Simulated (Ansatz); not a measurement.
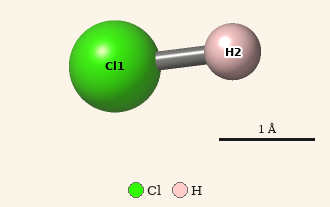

Figure 1. The input geometry (ball-and-stick view, seen at a tilt; atoms are numbered from 1 in the order of the input). Bond lengths as drawn: Cl–H 1.29 Å.

HCl: geometry relaxation

- system: HCl
- method: RKS PBE0-D4/def2-TZVP (Ansatz 0.2.0)

Figures and captions count atoms from 1; the log counts them from 0 in places.

Output:
```
Functional definition: PBE0
  name "PBE0"
  cite "Adamo & Barone, J. Chem. Phys. 110, 6158 (1999) doi:10.1063/1.478522"
  cite "Perdew, Burke & Ernzerhof, Phys. Rev. Lett. 77, 3865 (1996) doi:10.1103/PhysRevLett.77.3865"
  parent pbe
  parameter a = 0.25
  parameter kappa = 0.804
  parameter beta = 0.06672455060314922
  exchange = (1 - a)*pbe_x(kappa = kappa, mu = beta*pi^2/3) + a*exact_x
  correlation = pbe_c(beta = beta)
312 factors; their error is unknown
mean field evaluation 1: about -12535.0542 eV, gradient 9.4e0 eV
mean field evaluation 2: about -12535.1321 eV, gradient 8.8e0 eV
mean field evaluation 4: about -12535.2738 eV, gradient 2.3e-1 eV
mean field evaluation 8: about -12535.3125 eV, gradient 6.0e-4 eV
mean field -12535.31247478 eV, -460.6642367082 hartree, gradient 4.2e-5 eV, S^2 0.000000; 0 other end points of the search recorded, 0 dependent functions left out
the calculation of the forces begins
reference -12535.31249021 eV, -460.6642372751 hartree; 9, 9 occupied and 34, 34 virtual orbitals, 312 factors
relax step   1: F+E_penalty+E_count = -12535.31706511 eV  Δ(F+E_penalty+E_count) = +0.000e0 eV  max|allowed force component| = 4.440e-1 eV/Å  Δτ_max = 0.0000 Å  (20 SCF iters, accepted)
these checks for a lower state are left out or cut short: starts, cluster_reference, orbital_swaps, neighbouring_geometries, increment
312 factors; their error is unknown
mean field evaluation 16: about -12535.3158 eV, gradient 9.4e-6 eV
mean field -12535.31581190 eV, -460.6643593453 hartree, gradient 9.7e-6 eV, S^2 0.000000; 0 other end points of the search recorded, 0 dependent functions left out
the calculation of the forces begins
reference -12535.31582728 eV, -460.6643599104 hartree; 9, 9 occupied and 34, 34 virtual orbitals, 312 factors
relax step   2: F+E_penalty+E_count = -12535.32039481 eV  Δ(F+E_penalty+E_count) = -3.330e-3 eV  max|allowed force component| = 1.816e-1 eV/Å  Δτ_max = 0.0048 Å  (24 SCF iters, accepted)
these checks for a lower state are left out or cut short: starts, cluster_reference, orbital_swaps, neighbouring_geometries, increment
312 factors; their error is unknown
mean field -12535.31645810 eV, -460.6643830924 hartree, gradient 1.0e-5 eV, S^2 0.000000; 0 other end points of the search recorded, 0 dependent functions left out
the calculation of the forces begins
reference -12535.31647344 eV, -460.6643836563 hartree; 9, 9 occupied and 34, 34 virtual orbitals, 312 factors
relax step   3: F+E_penalty+E_count = -12535.32103588 eV  Δ(F+E_penalty+E_count) = -6.411e-4 eV  max|allowed force component| = 4.804e-3 eV/Å  Δτ_max = 0.0032 Å  (25 SCF iters, accepted)
312 factors; their error is unknown
mean field evaluation 32: about -12535.1427 eV, gradient 8.7e0 eV
```

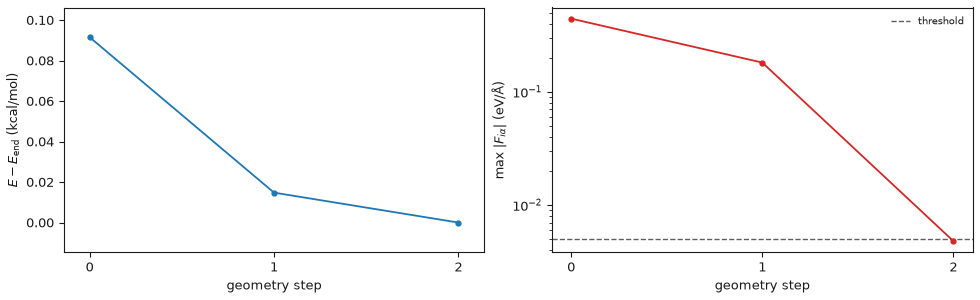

Figure 2. Progress of the relaxation, step by step (the first geometry is step 0 here and step 1 in the log). Over 2 geometry steps the energy falls by 0.09 kcal/mol. Largest force component: 0.44 eV/Å at the start, 0.0048 eV/Å at the end. The largest moves after the best rigid fit, 0.008 Å, are those of Cl1 and H2. By element the largest moves are H 0.008 Å, Cl 0.008 Å. Among the contacts that change: Cl1–H2 1.295 → 1.279 Å. (Atoms are counted from 1 in the order of the input.)

```
mean field -12535.31645810 eV, -460.6643830924 hartree, gradient 1.0e-5 eV, S^2 0.000000; 1 other end points of the search recorded, 0 dependent functions left out
the calculation of the forces begins
reference -12535.31647344 eV, -460.6643836563 hartree; 9, 9 occupied and 34, 34 virtual orbitals, 312 factors
Total energy: -12535.32105122 eV, -460.6645518865 hartree
Atom 0 at     0.790179    -3.067546     0.764181 Å, force     0.002283    -0.004804     0.000357 eV/Å
Atom 1 at     0.242508    -1.915231     0.678669 Å, force    -0.002283     0.004804    -0.000357 eV/Å
Dipole moment:    -0.112463     0.236626    -0.017560 e Å
```

Trajectory as extended XYZ (Å, eV, eV/Å), 3 frames, from step=1 to step=3:
```
2
Properties=species:S:1:pos:R:3:forces:R:3 step=1 energy=-12535.31706
Cl    0.7936   -3.0748    0.7647   -0.2110   0.4440  -0.0329
H     0.2391   -1.9080    0.6781    0.2110  -0.4440   0.0329
2
Properties=species:S:1:pos:R:3:forces:R:3 step=2 energy=-12535.32040
Cl    0.7916   -3.0705    0.7644   -0.0863   0.1816  -0.0135
H     0.2411   -1.9123    0.6785    0.0863  -0.1816   0.0135
2
Properties=species:S:1:pos:R:3:forces:R:3 step=3 energy=-12535.32104
Cl    0.7902   -3.0675    0.7642    0.0023  -0.0048   0.0004
H     0.2425   -1.9152    0.6787   -0.0023   0.0048  -0.0004
```

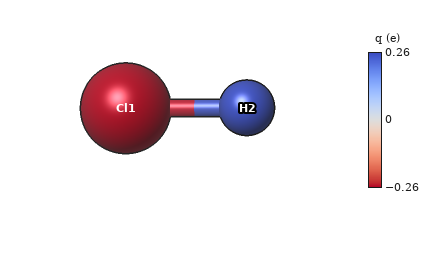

Figure 3. Mulliken charges, as the colour of each atom (ball-and-stick view, seen on its broad side; atoms are numbered from 1 in the order of the input). By element: Cl −0.25 and H +0.25 e.

The run was set up as follows.

Input:
```yaml
crystal:
  periodic: [false, false, false]
  atoms:
    - {symbol: Cl, position_ang: [0.793617, -3.074780, 0.764718]}
    - {symbol: H, position_ang: [0.239070, -1.907997, 0.678132]}
basis:
  gaussian: {orbitals: def2-TZVP}
hamiltonian: {xc: pbe0, dispersion: d4}
relax: {f_tol: 0.005, max_steps: 200}
```

Launch command:
```bash
ansatz run in.yaml --threads 4 --pin off --events-out ev --progress --plain --max-ram 9574MiB
```

Summary:

| quantity | value |
| --- | --- |
| outcome | converged |
| total energy | −12535.3211 eV |
| mean-field energy | −12535.3165 eV |
| dispersion energy | −0.0046 eV |
| SCF solution under orbital rotations | stable |
| largest force (length of the vector) at the end | 0.005 eV/Å |
| dipole moment | 1.26 D |
| hardware | 4 threads of Intel Xeon @ 2.50GHz, 180 GiB of memory available, shared host |
| wall time | 1.1 s (CPU time 2.5 s) |
| peak memory | 0.48 GiB |
